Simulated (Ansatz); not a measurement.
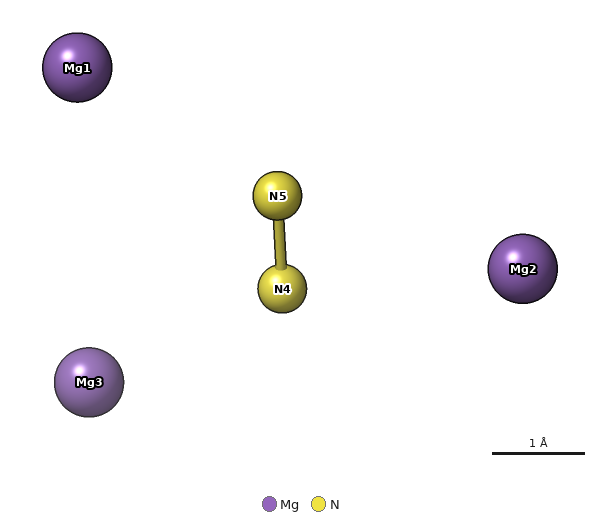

Figure 1. The structure as given in the input (ball-and-stick view, seen at a tilt; atoms are numbered from 1 in the order of the input). Sticks mark near contacts.

# Molecular dynamics, with input and output: Mg3N2 (charge −1)

The run: molecular dynamics of Mg3N2, charge −1, multiplicity 2. Method and program: UKS revPBE-d3bjatm/6-31G* (Ansatz 0.2.0).

The geometry comes from this level: B3LYP-D4/def2-SVPD. Figures and captions count atoms from 1; the log counts them from 0 in places.

**The program's output**
```
Functional definition: revPBE
  name "revPBE"
  cite "Zhang & Yang, Phys. Rev. Lett. 80, 890 (1998) doi:10.1103/PhysRevLett.80.890"
  cite "Perdew, Burke & Ernzerhof, Phys. Rev. Lett. 77, 3865 (1996) doi:10.1103/PhysRevLett.77.3865"
  parameter kappa = 1.245
  parameter beta = 0.06672455060314922
  exchange = pbe_x(kappa = kappa, mu = beta*pi^2/3)
  correlation = pbe_c(beta = beta)
these checks for a lower state are left out or cut short: starts
970 factors; their error is unknown
mean field evaluation 1: about -19301.8164 eV, gradient 1.9e1 eV
mean field evaluation 2: about -19212.2704 eV, gradient 1.0e2 eV
mean field evaluation 4: about -19286.7318 eV, gradient 4.8e1 eV
mean field evaluation 8: about -19308.0622 eV, gradient 1.0e0 eV
mean field evaluation 16: about -19308.0297 eV, gradient 1.6e-5 eV
mean field -19308.02973338 eV, -709.5570052492 hartree, gradient 1.6e-5 eV, S^2 0.754786; 0 other end points of the search recorded, 0 dependent functions left out
the calculation of the forces begins
reference -19308.02977641 eV, -709.5570068304 hartree; 26, 25 occupied and 61, 62 virtual orbitals, 970 factors
md step     0: t =     0.00 fs  T =   800.0 K  F+E_penalty+E_count = -19308.53335344 eV  E_kin = 0.517040 eV  (69 SCF iters)
these checks for a lower state are left out or cut short: starts, cluster_reference, orbital_swaps, neighbouring_geometries, increment
970 factors; their error is unknown
mean field -19308.02465681 eV, -709.5568186888 hartree, gradient 2.4e-5 eV, S^2 0.754743; 0 other end points of the search recorded, 0 dependent functions left out
[... from here on the field's lines of each further geometry are left out, up to the last ...]
md step     1: t =     0.50 fs  T =   768.5 K  F+E_penalty+E_count = -19308.52858272 eV  E_kin = 0.496651 eV  (46 SCF iters)
md step     2: t =     1.00 fs  T =   783.3 K  F+E_penalty+E_count = -19308.52455281 eV  E_kin = 0.506215 eV  (48 SCF iters)
md step     3: t =     1.50 fs  T =   758.4 K  F+E_penalty+E_count = -19308.52142173 eV  E_kin = 0.490158 eV  (41 SCF iters)
md step     4: t =     2.00 fs  T =   734.4 K  F+E_penalty+E_count = -19308.51947325 eV  E_kin = 0.474663 eV  (41 SCF iters)
md step     5: t =     2.50 fs  T =   663.1 K  F+E_penalty+E_count = -19308.51894893 eV  E_kin = 0.428547 eV  (40 SCF iters)
md step     6: t =     3.00 fs  T =   719.4 K  F+E_penalty+E_count = -19308.52031429 eV  E_kin = 0.464924 eV  (41 SCF iters)
md step     7: t =     3.50 fs  T =   781.9 K  F+E_penalty+E_count = -19308.52395715 eV  E_kin = 0.505345 eV  (42 SCF iters)
md step     8: t =     4.00 fs  T =   755.2 K  F+E_penalty+E_count = -19308.52886165 eV  E_kin = 0.488099 eV  (46 SCF iters)
md step     9: t =     4.50 fs  T =   811.2 K  F+E_penalty+E_count = -19308.53331897 eV  E_kin = 0.524293 eV  (47 SCF iters)
md step    10: t =     5.00 fs  T =   824.9 K  F+E_penalty+E_count = -19308.53609333 eV  E_kin = 0.533143 eV  (47 SCF iters)
md step    11: t =     5.50 fs  T =   807.4 K  F+E_penalty+E_count = -19308.53688365 eV  E_kin = 0.521795 eV  (46 SCF iters)
md step    12: t =     6.00 fs  T =   806.8 K  F+E_penalty+E_count = -19308.53504696 eV  E_kin = 0.521425 eV  (46 SCF iters)
md step    13: t =     6.50 fs  T =   753.2 K  F+E_penalty+E_count = -19308.53032260 eV  E_kin = 0.486817 eV  (45 SCF iters)
md step    14: t =     7.00 fs  T =   713.7 K  F+E_penalty+E_count = -19308.52290712 eV  E_kin = 0.461234 eV  (45 SCF iters)
the calculation of the forces begins
reference -19308.01143491 eV, -709.5563327926 hartree; 26, 25 occupied and 61, 62 virtual orbitals, 970 factors
these checks for a lower state are left out or cut short: starts
970 factors; their error is unknown
mean field -19308.01139154 eV, -709.5563311991 hartree, gradient 2.4e-5 eV, S^2 0.754816; 0 other end points of the search recorded, 0 dependent functions left out
the calculation of the forces begins
reference -19308.01143491 eV, -709.5563327926 hartree; 26, 25 occupied and 61, 62 virtual orbitals, 970 factors
md step    15: t =     7.50 fs  T =   683.1 K  F+E_penalty+E_count = -19308.51368204 eV  E_kin = 0.441478 eV  (24 SCF iters)
```

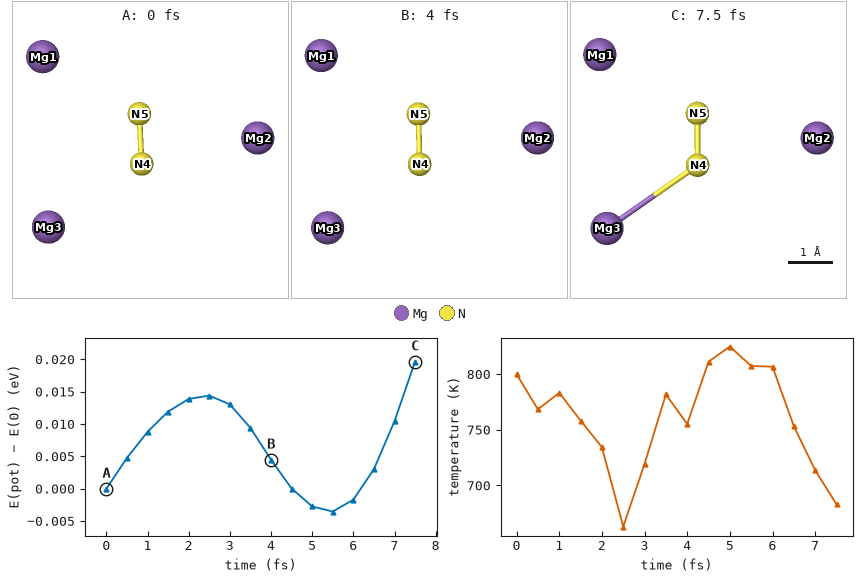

Figure 2. Frames of the molecular dynamics (ball-and-stick, seen at a tilt) above the curves, on which the letters mark them. The trajectory kept here has 16 frames over 7.5 fs. The temperature starts at 800 K, ranges from 663 to 825 K and averages 769 K over the second half. The potential energy ends 0.020 eV above its first value. After an unweighted best fit of the last frame on the first, the root-mean-square displacement is 0.04 Å.

```
Total energy: -19308.51372540 eV, -709.5747916278 hartree
Atom 0 at    -2.724522     0.514537     0.345982 Å, force     0.103601    -0.085495     0.030496 eV/Å
Atom 1 at     2.270656     1.422440    -1.535605 Å, force    -0.061740    -0.041938     0.040970 eV/Å
Atom 2 at    -0.002674    -2.248076     1.556491 Å, force    -0.069608     0.095069    -0.048930 eV/Å
Atom 3 at     0.603730    -0.286531     0.015110 Å, force    -1.129043     1.233093    -0.564068 eV/Å
Atom 4 at    -0.172889     0.556735    -0.371152 Å, force     1.156789    -1.200730     0.541532 eV/Å
Dipole moment:    -0.158462    -0.042285     0.046471 e Å
Checks for a lower state left out: starts
```

**Trajectory as extended XYZ (Å, eV, eV/Å), 16 frames, from step=0 to step=15**
```
5
Properties=species:S:1:pos:R:3:forces:R:3 step=0 time_fs=0.0 energy=-19308.53335 temperature=800.0
Mg   -2.6789    0.4820    0.3494    0.0425  -0.0647   0.0364
Mg    2.2195    1.3761   -1.5953    0.0197   0.0152  -0.0164
Mg   -0.0047   -2.1875    1.6108   -0.0774   0.0558  -0.0207
N     0.6314   -0.2246   -0.0007    0.9451  -0.8995   0.4140
N    -0.1673    0.5539   -0.3642   -0.9299   0.8931  -0.4133
5
Properties=species:S:1:pos:R:3:forces:R:3 step=1 time_fs=0.5 energy=-19308.52858 temperature=768.5
Mg   -2.6817    0.4845    0.3490    0.0386  -0.0650   0.0372
Mg    2.2231    1.3798   -1.5911    0.0221   0.0164  -0.0180
Mg   -0.0043   -2.1913    1.6075   -0.0771   0.0517  -0.0176
N     0.6281   -0.2271   -0.0002    1.1176  -1.0761   0.4988
N    -0.1656    0.5514   -0.3653   -1.1012   1.0730  -0.5004
5
Properties=species:S:1:pos:R:3:forces:R:3 step=2 time_fs=1.0 energy=-19308.52455 temperature=783.3
Mg   -2.6844    0.4870    0.3486    0.0360  -0.0656   0.0379
Mg    2.2266    1.3835   -1.5869    0.0235   0.0169  -0.0188
Mg   -0.0043   -2.1957    1.6042   -0.0767   0.0487  -0.0153
N     0.6255   -0.2298    0.0005    1.2403  -1.2053   0.5617
N    -0.1640    0.5491   -0.3661   -1.2231   1.2052  -0.5655
5
Properties=species:S:1:pos:R:3:forces:R:3 step=3 time_fs=1.5 energy=-19308.52142 temperature=758.4
Mg   -2.6871    0.4896    0.3482    0.0345  -0.0662   0.0384
Mg    2.2298    1.3872   -1.5829    0.0241   0.0169  -0.0189
Mg   -0.0044   -2.2002    1.6007   -0.0763   0.0464  -0.0136
N     0.6232   -0.2326    0.0009    1.3213  -1.2952   0.6053
N    -0.1625    0.5474   -0.3667   -1.3036   1.2982  -0.6111
5
Properties=species:S:1:pos:R:3:forces:R:3 step=4 time_fs=2.0 energy=-19308.51947 temperature=734.4
Mg   -2.6899    0.4922    0.3478    0.0343  -0.0671   0.0388
Mg    2.2329    1.3907   -1.5788    0.0237   0.0162  -0.0184
Mg   -0.0044   -2.2047    1.5973   -0.0757   0.0448  -0.0126
N     0.6208   -0.2358    0.0012    1.3578  -1.3433   0.6282
N    -0.1615    0.5462   -0.3672   -1.3401   1.3494  -0.6361
5
Properties=species:S:1:pos:R:3:forces:R:3 step=5 time_fs=2.5 energy=-19308.51895 temperature=663.1
Mg   -2.6926    0.4948    0.3474    0.0352  -0.0682   0.0391
Mg    2.2359    1.3940   -1.5746    0.0223   0.0148  -0.0171
Mg   -0.0043   -2.2088    1.5941   -0.0750   0.0441  -0.0121
N     0.6185   -0.2391    0.0018    1.3469  -1.3450   0.6296
N    -0.1607    0.5455   -0.3676   -1.3294   1.3543  -0.6394
5
Properties=species:S:1:pos:R:3:forces:R:3 step=6 time_fs=3.0 energy=-19308.52031 temperature=719.4
Mg   -2.6956    0.4972    0.3470    0.0377  -0.0696   0.0392
Mg    2.2389    1.3973   -1.5704    0.0195   0.0125  -0.0148
Mg   -0.0043   -2.2127    1.5910   -0.0742   0.0446  -0.0126
N     0.6163   -0.2424    0.0028    1.2734  -1.2831   0.6017
N    -0.1605    0.5451   -0.3683   -1.2563   1.2958  -0.6134
5
Properties=species:S:1:pos:R:3:forces:R:3 step=7 time_fs=3.5 energy=-19308.52396 temperature=781.9
Mg   -2.6988    0.4996    0.3467    0.0420  -0.0713   0.0388
Mg    2.2423    1.4008   -1.5660    0.0142   0.0086  -0.0109
Mg   -0.0046   -2.2167    1.5878   -0.0734   0.0468  -0.0143
N     0.6143   -0.2459    0.0040    1.1150  -1.1322   0.5316
N    -0.1612    0.5452   -0.3691   -1.0978   1.1480  -0.5453
5
Properties=species:S:1:pos:R:3:forces:R:3 step=8 time_fs=4.0 energy=-19308.52886 temperature=755.2
Mg   -2.7021    0.5016    0.3464    0.0479  -0.0730   0.0382
Mg    2.2459    1.4042   -1.5618    0.0068   0.0035  -0.0055
Mg   -0.0049   -2.2208    1.5843   -0.0727   0.0507  -0.0172
N     0.6126   -0.2499    0.0052    0.8821  -0.9015   0.4230
N    -0.1626    0.5458   -0.3698   -0.8641   0.9204  -0.4385
5
Properties=species:S:1:pos:R:3:forces:R:3 step=9 time_fs=4.5 energy=-19308.53332 temperature=811.2
Mg   -2.7056    0.5036    0.3463    0.0551  -0.0748   0.0373
Mg    2.2495    1.4073   -1.5577   -0.0018  -0.0024   0.0006
Mg   -0.0049   -2.2247    1.5807   -0.0720   0.0557  -0.0209
N     0.6113   -0.2545    0.0063    0.6063  -0.6237   0.2917
N    -0.1640    0.5469   -0.3703   -0.5875   0.6451  -0.3087
5
Properties=species:S:1:pos:R:3:forces:R:3 step=10 time_fs=5.0 energy=-19308.53609 temperature=824.9
Mg   -2.7089    0.5057    0.3464    0.0626  -0.0767   0.0363
Mg    2.2534    1.4101   -1.5535   -0.0109  -0.0085   0.0069
Mg   -0.0045   -2.2285    1.5766   -0.0714   0.0613  -0.0249
N     0.6100   -0.2594    0.0074    0.3237  -0.3344   0.1557
N    -0.1653    0.5482   -0.3708   -0.3039   0.3583  -0.1740
5
Properties=species:S:1:pos:R:3:forces:R:3 step=11 time_fs=5.5 energy=-19308.53688 temperature=807.4
Mg   -2.7121    0.5077    0.3464    0.0707  -0.0786   0.0352
Mg    2.2574    1.4126   -1.5497   -0.0206  -0.0151   0.0136
Mg   -0.0042   -2.2325    1.5724   -0.0709   0.0675  -0.0294
N     0.6090   -0.2645    0.0087    0.0238  -0.0224   0.0099
N    -0.1665    0.5495   -0.3715   -0.0029   0.0485  -0.0292
5
Properties=species:S:1:pos:R:3:forces:R:3 step=12 time_fs=6.0 energy=-19308.53505 temperature=806.8
Mg   -2.7154    0.5097    0.3464    0.0792  -0.0805   0.0340
Mg    2.2612    1.4151   -1.5460   -0.0311  -0.0220   0.0207
Mg   -0.0039   -2.2366    1.5684   -0.0704   0.0744  -0.0343
N     0.6079   -0.2698    0.0102   -0.2879   0.3078  -0.1436
N    -0.1681    0.5511   -0.3719    0.3102  -0.2797   0.1232
5
Properties=species:S:1:pos:R:3:forces:R:3 step=13 time_fs=6.5 energy=-19308.53032 temperature=753.2
Mg   -2.7187    0.5115    0.3465    0.0878  -0.0823   0.0327
Mg    2.2648    1.4176   -1.5424   -0.0417  -0.0289   0.0278
Mg   -0.0036   -2.2405    1.5644   -0.0701   0.0815  -0.0393
N     0.6067   -0.2752    0.0117   -0.5924   0.6363  -0.2946
N    -0.1698    0.5532   -0.3719    0.6164  -0.6066   0.2735
5
Properties=species:S:1:pos:R:3:forces:R:3 step=14 time_fs=7.0 energy=-19308.52291 temperature=713.7
Mg   -2.7217    0.5131    0.3464    0.0961  -0.0839   0.0315
Mg    2.2680    1.4201   -1.5390   -0.0522  -0.0358   0.0347
Mg   -0.0033   -2.2443    1.5605   -0.0698   0.0885  -0.0443
N     0.6053   -0.2809    0.0134   -0.8784   0.9511  -0.4376
N    -0.1714    0.5551   -0.3716    0.9043  -0.9200   0.4157
5
Properties=species:S:1:pos:R:3:forces:R:3 step=15 time_fs=7.5 energy=-19308.51368 temperature=683.1
Mg   -2.7245    0.5145    0.3460    0.1036  -0.0855   0.0305
Mg    2.2707    1.4224   -1.5356   -0.0617  -0.0419   0.0410
Mg   -0.0027   -2.2481    1.5565   -0.0696   0.0951  -0.0489
N     0.6037   -0.2865    0.0151   -1.1290   1.2331  -0.5641
N    -0.1729    0.5567   -0.3712    1.1568  -1.2007   0.5415
```

This output came from the following input.

**The input**
```yaml
crystal:
  periodic: [false, false, false]
  atoms:
    - {symbol: Mg, position_ang: [-2.678919, 0.482018, 0.349380]}
    - {symbol: Mg, position_ang: [2.219489, 1.376094, -1.595262]}
    - {symbol: Mg, position_ang: [-0.004702, -2.187453, 1.610775]}
    - {symbol: N, position_ang: [0.631411, -0.224584, -0.000707]}
    - {symbol: N, position_ang: [-0.167278, 0.553935, -0.364185]}
basis:
  gaussian: {orbitals: "6-31G*"}
total_charge: -1
magnetization: {spin_polarized: true, initial_magnetization: 1}
hamiltonian: {xc: {name: revPBE}, dispersion: d3bjatm}
md: {timestep: 0.5 fs, n_steps: 15, ensemble: nvt_langevin, temperature: 1000, initial_velocities: maxwell_boltzmann, friction: 0.01, seed: 718}
scf: {omitted_lower_state_checks: [starts]}
```

Launched with:
```bash
ansatz run in.yaml --threads 4 --pin off --events-out ev --progress --plain --max-ram 3916MiB
```

**Results in brief**

```json
{"quantity": "outcome", "value": "finished"}
{"quantity": "mean temperature over the second half", "value": "769 K"}
{"quantity": "trajectory", "value": "15 steps, 7.5 fs"}
{"quantity": "ensemble", "value": "nvt_langevin"}
{"quantity": "temperature in the input", "value": "1000 K"}
{"quantity": "time step", "value": "0.5 fs"}
{"quantity": "potential energy (last step)", "value": "−19308.5137 eV"}
{"quantity": "mean-field energy (last step)", "value": "−19308.0114 eV"}
{"quantity": "dispersion energy (last step)", "value": "−0.5023 eV"}
{"quantity": "⟨S²⟩ (last step)", "value": "0.755"}
{"quantity": "SCF solution under orbital rotations (last step)", "value": "stable"}
{"quantity": "largest force (length of the vector) (last step)", "value": "1.764 eV/Å"}
{"quantity": "hardware", "value": "4 threads of Arm Neoverse V1, 23 GiB of memory available, shared host"}
{"quantity": "wall time", "value": "34 s (CPU time 2.1 min)"}
{"quantity": "peak memory", "value": "0.2 GiB"}
```

So short a trajectory is not equilibrated. The logged temperature at the start can lie below the typed one, since it is counted over all degrees of freedom.
